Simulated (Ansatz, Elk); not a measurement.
# Dielectric function and optical constants of ScF (model structure)

Aim: the dielectric function of ScF (model structure), and the optical constants that follow from it. The cell was made here by substitution or stacking, whether or not such a phase is known. It was built so: All Cl replaced by F and Y replaced by Sc in the R-3m structure of YCl. The cell is first relaxed with Ansatz.

Main program and level: Elk 11.2.3 (patched build); DFT, PBE, all-electron APW+lo, Dirac cores, scalar-relativistic bands, independent-particle optical response without local fields.

**1. Set-up**

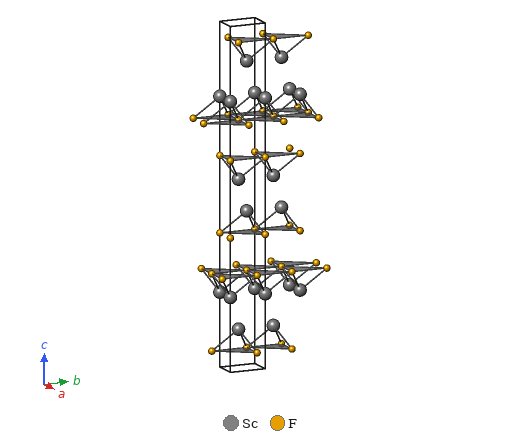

The starting structure, seen slightly off an axis (scandium grey, fluorine orange). 1×2×1 cells are drawn. This picture shows the conventional cell, with its axes. Bonds to atoms that aren't drawn are left out. Some periodic images of atoms are drawn too.

**2. Relaxation**

The structure was built or cut out here, so it is relaxed before any spectrum is computed.

This step: DFT, PBE, plane-wave PAW, default files, scalar-relativistic, relaxation (Ansatz 0.2.0).

The input, input.yaml:

```yaml
crystal:
  lattice:
    - [1.5002774827, 0.8661856085, 7.33685788]
    - [-1.5002774827, 0.8661856085, 7.33685788]
    - [0.0, -1.7323712169, 7.33685788]
  atoms:
    - { symbol: Sc, position: [0.78317, 0.78317, 0.78317] }
    - { symbol: Sc, position: [0.21683, 0.21683, 0.21683] }
    - { symbol: F, position: [0.6117, 0.6117, 0.6117] }
    - { symbol: F, position: [0.3883, 0.3883, 0.3883] }
kpoints:
  mp_grid: { grid: [9, 9, 9] }
scf:
  occupations: { method: fermi_dirac, width: 0.05 }
hamiltonian:
  xc: pbe
output:
  forces: true
  stress: true
relax:
  f_tol: 0.02
  max_steps: 50
  cell: {}
```

Launch:

```bash
$ ansatz run input.yaml --threads 2 --pin off --max-ram 5120MiB --backend cpu --events-out ev --progress --plain --runs-dir out
```

Numbers of over 12 decimals in the logs are rounded to 6 here.

Output:

```text
basis.fft_grid_basis auto: the FFT boxes are laid along the combinations [[1, 0, -1], [0, 1, -1], [0, 0, 1]] of the cell's own vectors, 3.001, 3.001 and 7.539 Å long. The dense box has 24×24×54 points. Along the cell's own vectors, as sized, it would have 54×54×54, 5.06 times as many. Of the 12 symmetry operations that the crystal satisfies within crystal.symmetry.tolerance (time reversal apart; of a slab, those that [...]
Engine: ansatz 0.2.0, x86_64-unknown-linux-gnu
Pseudopotentials: kind: paw
Pseudopotential: Sc, paw, valence charge 11, recommended cutoff 420 eV (normal), Sc.paw.azcp
Pseudopotential: F, paw, valence charge 7, recommended cutoff 420 eV (normal), F.paw.azcp
Functional definition: PBE
  parameter kappa = 0.804
  parameter beta = 0.066725
  exchange = pbe_x(kappa = kappa, mu = beta*pi^2/3)
  correlation = pbe_c(beta = beta)
Crystal: 4 atoms, lattice volume = 57.206 Å³
Basis set: ecut = 420 eV, 1099 PW (Γ), FFT grids on a1−a3, a2−a3, a3, exchange–correlation on 48×48×108 points (8 copies of the dense FFT grid, shifted against one another)
Bands: 22, of which v1, the nominal top of the filled ones, is band 18 counted from 1 (17 counted from 0)
Symmetry: 12 space group operations
Space group: R-3m (ITA 166), of the structure as read, at distance tolerance 3.9e-5 Å
k-points: 85 of 729
Non-local potential: Sc, projectors of the file, l = 0: 3, l = 1: 2, l = 2: 3, l = 3: 1
Non-local potential: F, projectors of the file, l = 0: 2, l = 1: 2, l = 2: 1
PAW form: soft (Blöchl's): semilocal exchange-correlation on the pseudo side does not see the compensation charge
PAW one-centre angular grid: Sc, 590 points (default); XC on 64 Gauss nodes
PAW one-centre angular grid: F, 110 points (default); XC on 64 Gauss nodes
Initial density: superposition of atomic densities (neutral atoms: chi_scale 0, normalization atom), corrected by the library's trained network
Initial wavefunctions: pseudopotential atomic-orbital guess
Functional: x = pbe(κ = 0.804, μ = 0.219515), c = pbe(β = 0.066725)
SCF iter   1: F=—  HF=-5891.493878 eV  |F-HF|=—  |Δ(HF+E_count)|=         —  Δρ=1.02e-2  dr2=4.85e-2  ethr=1.77e-3  ⟨swp⟩=4.2  Hψ=8239  notcnv=0
preconditioner: auto → LDOS  [metal: Δε(μ)=0.013 eV  Ē_g=17.681 eV  σ=0.050 eV  W_gap=0.07  n_scr=16 (ndim 8)  ℏωp=27.8 eV  f_vac=0.092  D(μ)=8.15/eV (n_scr^D=136)  β→1.0]
SCF iter   2: F=—  HF=-5891.483750 eV  |F-HF|=—  |Δ(HF+E_count)|=   1.01e-2  Δρ=3.73e-3  dr2=5.36e-3  ethr=1.35e-4  ⟨swp⟩=2.0  Hψ=4113  notcnv=0
SCF iter   3: F=—  HF=-5891.482438 eV  |F-HF|=—  |Δ(HF+E_count)|=   1.31e-3  Δρ=1.06e-3  dr2=7.80e-4  ethr=1.49e-5  ⟨swp⟩=2.0  Hψ=3701  notcnv=0
SCF iter   4: F=—  HF=-5891.482315 eV  |F-HF|=—  |Δ(HF+E_count)|=   1.23e-4  Δρ=3.22e-4  dr2=1.41e-4  ethr=2.17e-6  ⟨swp⟩=2.6  Hψ=3427  notcnv=0
SCF iter   5: F=—  HF=-5891.482301 eV  |F-HF|=—  |Δ(HF+E_count)|=   1.41e-5  Δρ=2.68e-4  dr2=3.45e-5  ethr=3.91e-7  ⟨swp⟩=2.0  Hψ=3144  notcnv=0
SCF iter   6: F=—  HF=-5891.482243 eV  |F-HF|=—  |Δ(HF+E_count)|=   5.80e-5  Δρ=5.85e-5  dr2=3.61e-6  ethr=9.58e-8  ⟨swp⟩=2.0  Hψ=3189  notcnv=0
SCF iter   7: F=—  HF=-5891.482242 eV  |F-HF|=—  |Δ(HF+E_count)|=   4.98e-7  Δρ=2.02e-5  dr2=2.05e-7  ethr=1.00e-8  ⟨swp⟩=2.0  Hψ=3068  notcnv=0
SCF iter   8: F=-5891.482242 eV  HF=-5891.482242 eV  |F-HF|=7.63e-9  |Δ(HF+E_count)|=   4.41e-8  Δρ=4.77e-6  dr2=5.99e-9  ethr=2.78e-10  ⟨swp⟩=4.1  Hψ=6131  notcnv=0
SCF 1 converged in 8 iterations: F = -5891.482242 eV  dr2 = 5.99e-9
  greatest PAW one-centre occupation: 0.998 electrons in one spin orbital (limit 2), on the Sc atom at site 1 (counted from 0), in its partial waves of l = 0
relax step   1: F+E_penalty+E_count = -5891.48224217 eV  Δ(F+E_penalty+E_count) = +0.000e0 eV  max|allowed force component| = 3.357e0 eV/Å  Δτ_max = 0.0000 Å  P = +14.696 GPa  Ω = 57.206 Å³  (8 SCF iters, dr2 threshold 1.00e-7 eV, accepted)
Crystal: 4 atoms, lattice volume = 64.908 Å³
Basis set: ecut = 420 eV, 1255 PW (Γ), FFT grids on a1−a3, a2−a3, a3, exchange–correlation on 48×48×108 points (8 copies of the dense FFT grid, shifted against one another)
Initial density: handed on by an earlier stage of this run
Initial wavefunctions: those handed on with the density
SCF iter   1: F=—  HF=-5893.956788 eV  |F-HF|=—  |Δ(HF+E_count)|=         —  Δρ=5.47e-2  dr2=6.88e0  ethr=3.10e-3  ⟨swp⟩=8.5  Hψ=9812  notcnv=0
preconditioner: auto → LDOS  [metal: Δε(μ)=0.019 eV  Ē_g=8.646 eV  σ=0.050 eV  W_gap=0.09  n_scr=16 (ndim 8)  ℏωp=18.4 eV  f_vac=0.098  D(μ)=6.92/eV (n_scr^D=94)  β→1.0]
SCF iter   2: F=—  HF=-5892.755145 eV  |F-HF|=—  |Δ(HF+E_count)|=    1.20e0  Δρ=4.55e-2  dr2=1.34e0  ethr=3.10e-3  ⟨swp⟩=3.2  Hψ=4693  notcnv=0
SCF iter   3: F=—  HF=-5892.470513 eV  |F-HF|=—  |Δ(HF+E_count)|=   2.85e-1  Δρ=1.37e-2  dr2=2.94e-1  ethr=3.10e-3  ⟨swp⟩=2.8  Hψ=4116  notcnv=0
SCF iter   4: F=—  HF=-5892.427147 eV  |F-HF|=—  |Δ(HF+E_count)|=   4.34e-2  Δρ=5.24e-3  dr2=5.16e-2  ethr=8.16e-4  ⟨swp⟩=2.0  Hψ=2905  notcnv=0
SCF iter   5: F=—  HF=-5892.419617 eV  |F-HF|=—  |Δ(HF+E_count)|=   7.53e-3  Δρ=1.62e-3  dr2=2.93e-3  ethr=1.43e-4  ⟨swp⟩=2.0  Hψ=2841  notcnv=0
SCF iter   6: F=—  HF=-5892.419900 eV  |F-HF|=—  |Δ(HF+E_count)|=   2.83e-4  Δρ=9.14e-4  dr2=2.59e-4  ethr=8.15e-6  ⟨swp⟩=2.3  Hψ=3449  notcnv=0
SCF iter   7: F=—  HF=-5892.420142 eV  |F-HF|=—  |Δ(HF+E_count)|=   2.42e-4  Δρ=3.81e-4  dr2=3.73e-5  ethr=7.20e-7  ⟨swp⟩=2.0  Hψ=2584  notcnv=0
SCF iter   8: F=—  HF=-5892.420212 eV  |F-HF|=—  |Δ(HF+E_count)|=   7.01e-5  Δρ=1.13e-4  dr2=4.21e-6  ethr=1.04e-7  ⟨swp⟩=2.6  Hψ=3220  notcnv=0
SCF iter   9: F=-5892.420217 eV  HF=-5892.420217 eV  |F-HF|=8.74e-8  |Δ(HF+E_count)|=   5.13e-6  Δρ=1.48e-5  dr2=7.04e-8  ethr=1.11e-9  ⟨swp⟩=2.5  Hψ=7371  notcnv=0
SCF 2 converged in 9 iterations: F = -5892.420217 eV  dr2 = 7.04e-8
relax step   2: F+E_penalty+E_count = -5892.42021705 eV  Δ(F+E_penalty+E_count) = -9.380e-1 eV  max|allowed force component| = 4.801e-1 eV/Å  Δτ_max = 0.1979 Å  P = +3.170 GPa  Ω = 64.908 Å³  energy of the carried Pulay correction = -1.953e-2 eV  (9 SCF iters, dr2 threshold 4.00e-7 eV, accepted)
Crystal: 4 atoms, lattice volume = 67.246 Å³
Basis set: ecut = 420 eV, 1315 PW (Γ), FFT grids on a1−a3, a2−a3, a3, exchange–correlation on 48×48×108 points (8 copies of the dense FFT grid, shifted against one another)
iter 1 solved again at ethr=5.20e-4 eV; its pass at ethr=3.10e-3 eV (dr2=1.87e-1 eV) is discarded
SCF iter   1: F=—  HF=-5892.595634 eV  |F-HF|=—  |Δ(HF+E_count)|=         —  Δρ=1.52e-2  dr2=1.89e-1  ethr=5.20e-4  ⟨swp⟩=1.0  Hψ=11597  notcnv=0
[...]
SCF iter   7: F=—  HF=-5892.518215 eV  |F-HF|=—  |Δ(HF+E_count)|=   1.22e-5  Δρ=6.26e-5  dr2=1.28e-6  ethr=4.01e-8  ⟨swp⟩=2.6  Hψ=3135  notcnv=0
SCF iter   8: F=-5892.518217 eV  HF=-5892.518217 eV  |F-HF|=1.59e-7  |Δ(HF+E_count)|=   2.23e-6  Δρ=1.52e-5  dr2=6.29e-8  ethr=1.11e-9  ⟨swp⟩=4.0  Hψ=6254  notcnv=0
SCF 3 converged in 8 iterations: F = -5892.518217 eV  dr2 = 6.29e-8
relax step   3: F+E_penalty+E_count = -5892.51821696 eV  Δ(F+E_penalty+E_count) = -9.800e-2 eV  max|allowed force component| = 3.141e-1 eV/Å  Δτ_max = 0.0814 Å  P = +1.463 GPa  Ω = 67.246 Å³  energy of the carried Pulay correction = -2.499e-2 eV  (8 SCF iters, dr2 threshold 4.00e-7 eV, accepted)
[... from here on, the SCF cycles and remarks between the steps are left out ...]
relax step   4: F+E_penalty+E_count = -5892.55814091 eV  Δ(F+E_penalty+E_count) = -3.992e-2 eV  max|allowed force component| = 9.051e-2 eV/Å  Δτ_max = 0.0097 Å  P = +0.618 GPa  Ω = 66.932 Å³  energy of the carried Pulay correction = -2.427e-2 eV  (7 SCF iters, dr2 threshold 4.00e-7 eV, accepted)
relax step   5: F+E_penalty+E_count = -5892.56418856 eV  Δ(F+E_penalty+E_count) = -6.048e-3 eV  max|allowed force component| = 3.873e-2 eV/Å  Δτ_max = 0.0370 Å  P = +0.326 GPa  Ω = 66.359 Å³  energy of the carried Pulay correction = -2.294e-2 eV  (7 SCF iters, dr2 threshold 4.00e-7 eV, accepted)
relax step   6: F+E_penalty+E_count = -5892.56345386 eV  Δ(F+E_penalty+E_count) = +7.347e-4 eV  max|allowed force component| = 6.325e-2 eV/Å  Δτ_max = 0.0172 Å  P = -0.589 GPa  Ω = 66.599 Å³  energy of the carried Pulay correction = -2.350e-2 eV  (6 SCF iters, dr2 threshold 3.05e-7 eV, rejected (line search))
relax step   7: F+E_penalty+E_count = -5892.56468821 eV  Δ(F+E_penalty+E_count) = -4.997e-4 eV  max|allowed force component| = 1.078e-2 eV/Å  Δτ_max = 0.0083 Å  P = +0.013 GPa  Ω = 66.390 Å³  energy of the carried Pulay correction = -2.302e-2 eV  (9 SCF iters, accepted)
relax step   8: F+E_penalty+E_count = -5892.56570779 eV  Δ(F+E_penalty+E_count) = -1.020e-3 eV  max|allowed force component| = 4.913e-3 eV/Å  Δτ_max = 0.0144 Å  P = +0.002 GPa  Ω = 66.075 Å³  energy of the carried Pulay correction = -2.228e-2 eV  (9 SCF iters, accepted)
relax step   9: F+E_penalty+E_count = -5892.65172157 eV  Δ(F+E_penalty+E_count) = -8.601e-2 eV  max|allowed force component| = 1.427e-3 eV/Å  Δτ_max = 0.0000 Å  P = +1.939 GPa  Ω = 66.075 Å³  stress off target by 2.58e0 GPa  SCF on the basis re-selected at this cell (its energy is not comparable with the rows above)  (9 SCF iters)
relax step  10: F+E_penalty+E_count = -5892.66258899 eV  Δ(F+E_penalty+E_count) = -1.087e-2 eV  max|allowed force component| = 1.629e-2 eV/Å  Δτ_max = 0.0256 Å  P = +0.307 GPa  Ω = 67.853 Å³  energy of the carried Pulay correction = -4.605e-3 eV  (7 SCF iters, dr2 threshold 4.00e-7 eV, accepted)
relax step  11: F+E_penalty+E_count = -5892.66151813 eV  Δ(F+E_penalty+E_count) = +1.071e-3 eV  max|allowed force component| = 3.043e-3 eV/Å  Δτ_max = 0.0109 Å  P = +0.022 GPa  Ω = 68.360 Å³  energy of the carried Pulay correction = -6.170e-3 eV  (6 SCF iters, dr2 threshold 2.57e-7 eV, accepted)
relax step  12: F+E_penalty+E_count = -5892.66081717 eV  Δ(F+E_penalty+E_count) = +7.010e-4 eV  max|allowed force component| = 2.136e-3 eV/Å  Δτ_max = 0.0080 Å  P = -0.014 GPa  Ω = 68.598 Å³  energy of the carried Pulay correction = -6.949e-3 eV  (7 SCF iters, dr2 threshold 8.54e-9 eV, accepted)
relax step  13: F+E_penalty+E_count = -5892.66826749 eV  Δ(F+E_penalty+E_count) = -7.450e-3 eV  max|allowed force component| = 2.428e-3 eV/Å  Δτ_max = 0.0000 Å  P = +0.044 GPa  Ω = 68.598 Å³  stress off target by 5.08e-2 GPa  SCF on the basis re-selected at this cell (its energy is not comparable with the rows above)  (8 SCF iters)
relax step  14: F+E_penalty+E_count = -5892.66782923 eV  Δ(F+E_penalty+E_count) = +4.383e-4 eV  max|allowed force component| = 2.668e-3 eV/Å  Δτ_max = 0.0066 Å  P = +0.004 GPa  Ω = 68.798 Å³  energy of the carried Pulay correction = -4.783e-4 eV  (7 SCF iters, dr2 threshold 6.46e-9 eV, accepted)
iter 1 solved again at ethr=8.26e-8 eV; its pass at ethr=3.10e-3 eV (dr2=2.97e-5 eV) is discarded
SCF iter   1: F=—  HF=-5892.668320 eV  |F-HF|=—  |Δ(HF+E_count)|=         —  Δρ=2.98e-5  dr2=7.71e-8  ethr=8.26e-8  ⟨swp⟩=3.1  Hψ=11857  notcnv=0
preconditioner: auto → LDOS  [metal: Δε(μ)=0.010 eV  Ē_g=7.289 eV  σ=0.050 eV  W_gap=0.05  n_scr=16 (ndim 8)  ℏωp=17.9 eV  f_vac=0.110  D(μ)=6.69/eV (n_scr^D=86)  β→1.0]
SCF iter   2: F=—  HF=-5892.668306 eV  |F-HF|=—  |Δ(HF+E_count)|=   1.44e-5  Δρ=1.05e-5  dr2=3.21e-8  ethr=2.14e-10  ⟨swp⟩=2.0  Hψ=3437  notcnv=0
SCF iter   3: F=—  HF=-5892.668306 eV  |F-HF|=—  |Δ(HF+E_count)|=   1.07e-8  Δρ=1.38e-6  dr2=7.14e-10  ethr=8.93e-11  ⟨swp⟩=2.0  Hψ=2620  notcnv=0
SCF iter   4: F=—  HF=-5892.668306 eV  |F-HF|=—  |Δ(HF+E_count)|=   2.13e-9  Δρ=4.89e-7  dr2=1.19e-10  ethr=1.98e-12  ⟨swp⟩=2.0  Hψ=3257  notcnv=0
SCF iter   5: F=-5892.668306 eV  HF=-5892.668306 eV  |F-HF|=6.37e-12  |Δ(HF+E_count)|=  1.46e-11  Δρ=1.47e-7  dr2=1.50e-11  ethr=1.00e-12  ⟨swp⟩=4.0  Hψ=6499  notcnv=0
SCF 15 converged in 5 iterations: F = -5892.668306 eV  dr2 = 1.50e-11
relax step  15: F+E_penalty+E_count = -5892.66830561 eV  Δ(F+E_penalty+E_count) = -4.764e-4 eV  max|allowed force component| = 2.676e-3 eV/Å  Δτ_max = 0.0000 Å  P = +0.008 GPa  Ω = 68.798 Å³  stress off target by 2.42e-2 GPa  SCF on the basis re-selected at this cell (its energy is not comparable with the rows above)  (5 SCF iters)
basis re-selected at this cell: Δ(F+E_penalty+E_count) = -4.764e-4 eV, ΔP = +0.004 GPa vs the last step (what re-selecting the basis moved, of the pressure what is left beyond the Pulay correction that the steps carried, after the strain that the cell walked since its last selection, with what the two solves' SCF thresholds leave and, on support functions, any second-order correction that the steps lacked; it is no m [...]
SCF converged after 5 iterations
Free energy (F): -5892.668306 eV
Harris-Foulkes:  -5892.668306 eV  (|F-HF|=6.37e-12)
Internal energy: -5892.615541 eV  (E = F + TS)
E sigma→0 (E₀):  -5892.641923 eV
Entropy (-TS):   -0.052765 eV (-13.191 meV/atom)
Fermi energy:    8.473166 eV
--- Per-component energies (eV) ---
  E_band       = -431.738428
  E_kinetic    = 935.925664
  E_local      = -3040.519245  (includes V_loc(G=0)·N_el)
  E_nonlocal   = 311.376611
  E_hartree    = 1094.340291
  E_xc         = -369.113034
  E_vxc        = -463.920076  (∫ρ·V_xc dr)
  E_paw        = -2311.468737  (= ΣΔE_a)
  E_vpaw       = -363.286147  (= ΣTr[D̂ρ^β])
  E_aug_tail   = 0.004107  (compensation charges beyond the density's cutoff)
  E_ewald      = -2513.161199
  E_smearing   = -0.052765  (= −TS)
  E_closure    = -0.000000  (closes the sum)
  Σ components = -5892.668306   (vs F -5892.668306, Δ=0.00e0)
--- Forces (eV/Å), atoms counted from 1 ---
  atom   1  Sc     0.00000000    -0.00000000    -0.00267601
  atom   2  Sc     0.00000000     0.00000000     0.00267601
  atom   3  F      0.00000000    -0.00000000    -0.00123435
  atom   4  F     -0.00000000     0.00000000     0.00123435
  max |Σ_I F_I| component: 2.17e-19 eV/Å
--- Stress (GPa, compression-positive) ---
        0.000270       0.000000       0.000000
        0.000000       0.000270       0.000000
        0.000000       0.000000       0.024191
  P = ⅓ Tr σ = 0.0082 GPa (0.082 kbar)
--- Relaxed structure (12 steps of the walk, 11 accepted, 3 SCFs on fresh bases) ---
  F+E_penalty+E_count = -5892.66830561 eV   max|allowed force component| = 2.676e-3 eV/Å   (the final SCF, on the basis selected at the relaxed cell)
  cell:  # Å, volume = 68.7983 Å³
    - [1.658486, 0.957527, 7.220442]
    - [-1.658486, 0.957527, 7.220442]
    - [0, -1.915054, 7.220442]
  atoms:
    - { symbol: Sc, position: [0.774491, 0.774491, 0.774491] }
    - { symbol: Sc, position: [0.225509, 0.225509, 0.225509] }
    - { symbol: F, position: [0.608730, 0.608730, 0.608730] }
    - { symbol: F, position: [0.391270, 0.391270, 0.391270] }
```

Wall time 38 s (2 threads of Intel Xeon Platinum 8488C (Sapphire Rapids), shared host); peak memory 0.48 GiB.

The steps of the relaxation:

```csv
step,energy less that of the first step (eV),largest force component (eV/Å),pressure (GPa),volume (Å³)
1,0.0000,3.3570,14.70,57.21
2,-0.9380,0.4801,3.17,64.91
3,-1.0360,0.3141,1.46,67.25
4,-1.0759,0.0905,0.62,66.93
5,-1.0819,0.0387,0.33,66.36
6,-1.0812,0.0633,-0.59,66.60
7,-1.0824,0.0108,0.01,66.39
8,-1.0835,0.0049,0.00,66.08
9*,-1.1695,0.0014,1.94,66.08
10,-1.1803,0.0163,0.31,67.85
11,-1.1793,0.0030,0.02,68.36
12,-1.1786,0.0021,-0.01,68.60
13*,-1.1860,0.0024,0.04,68.60
14,-1.1856,0.0027,0.00,68.80
15*,-1.1861,0.0027,0.01,68.80
```

Relaxation steps marked * repeat the geometry before them on a plane-wave basis chosen anew for their cell, so energy and pressure can jump there. Relaxation step 6 was tried and not accepted.

The run keeps the 12 symmetry operations that it works with, so distortions that break them were not tested.

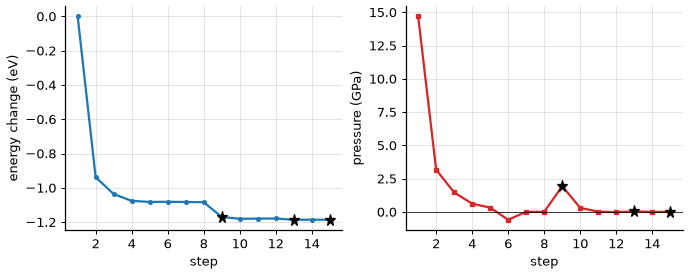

Energy and pressure along the relaxation. Stars mark steps on a basis chosen anew.

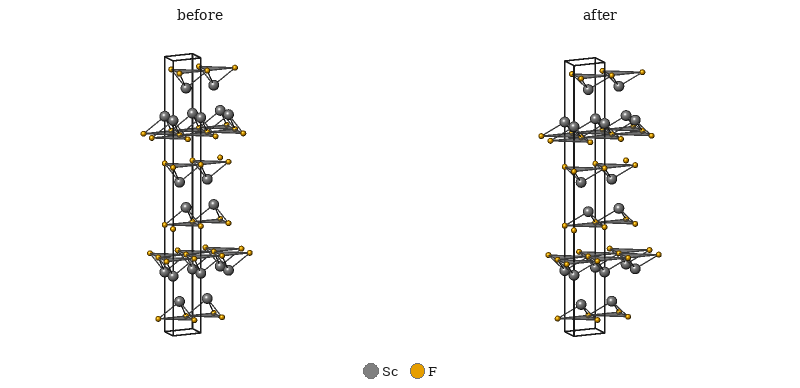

The structure before and after the relaxation, drawn at the same scale. Bonds to atoms that aren't drawn are left out.

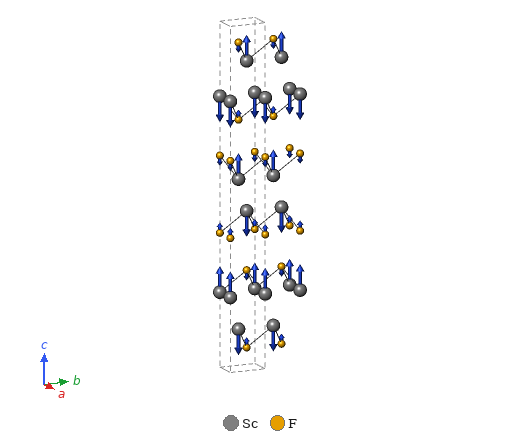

Displacements in the relaxation, exaggerated, measured against the changing cell; the longest in the cell stands for 0.19 Å. Bonds to atoms that aren't drawn are left out. 1×2×1 conventional cells are drawn. Some periodic images of atoms are drawn too.

```csv
"conventional cell, symmetrised",before,after,change
a (Å),3.001,3.317,+10.5 %
b (Å),3.001,3.317,+10.5 %
c (Å),22.011,21.661,-1.6 %
volume (Å³/atom),14.30,17.20,+20.3 %
```

The atoms that moved most (Å, as changes of fractional coordinates times the final cell):

```csv
atom,dx,dy,dz,length
Sc1,0.000,0.000,-0.188,0.188
Sc2,0.000,0.000,0.188,0.188
F4,0.000,0.000,0.064,0.064
F3,0.000,0.000,-0.064,0.064
```

Final coordinates:

```cif
data_structure
_symmetry_space_group_name_H-M 'P 1'
_symmetry_Int_Tables_number 1
_cell_length_a 7.4701
_cell_length_b 7.4701
_cell_length_c 7.4701
_cell_angle_alpha 25.655
_cell_angle_beta 25.655
_cell_angle_gamma 25.655
_cell_volume 68.80
loop_
_atom_site_label
_atom_site_type_symbol
_atom_site_fract_x
_atom_site_fract_y
_atom_site_fract_z
_atom_site_occupancy
Sc1 Sc 0.77449 0.77449 0.77449 1
Sc2 Sc 0.22551 0.22551 0.22551 1
F3 F 0.60873 0.60873 0.60873 1
F4 F 0.39127 0.39127 0.39127 1
```

The relaxation ends with a largest force component of 0.0027 eV/Å and a pressure of 0.01 GPa.

(Part 1 of 2 ends here.)

[Machine, clock and banner lines and Python warnings are left out of the logs.]

[Logs are printed without paths, hosts, clocks, repeated set-up lines and the standing remarks that a program may print on its own settings, such as how far it seeks lower states.]

[Hosts, paths, dates, database ids (printed as entryN), source tags and the programs' standing remarks are cut or masked in the printed files.]
